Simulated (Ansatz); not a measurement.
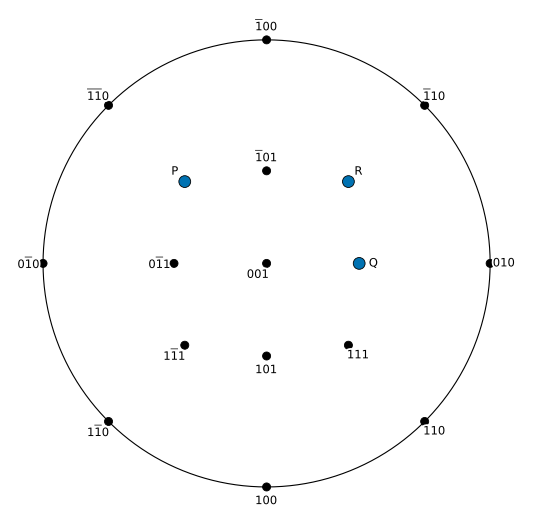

For Ge, the end point of a relaxation with DFT, LDA (PW92), plane waves (420 eV) with PAW, scalar-relativistic (Ansatz 0.2.0): stereographic projection of plane normals (upper hemisphere) centred on (0 0 1). The drawing is computed from the coordinates (standard cell, symmetry found to 0.002 Å).

a = 5.630 Å, b = 5.630 Å, c = 5.630 Å, α = 90.00°, β = 90.00°, γ = 90.00°.

**Index the poles marked P, Q, R.**

P is (−1 −1 1), 54.7° from the centre; Q is (0 1 1), 45.0° from the centre; R is (−1 1 1), 54.7° from the centre.

**What is the angle between the normals of (1 1 0) and (0 1 1), and what are their d_hkl = 1/|g|?**

60.0°; d = 3.981 Å and 3.981 Å.
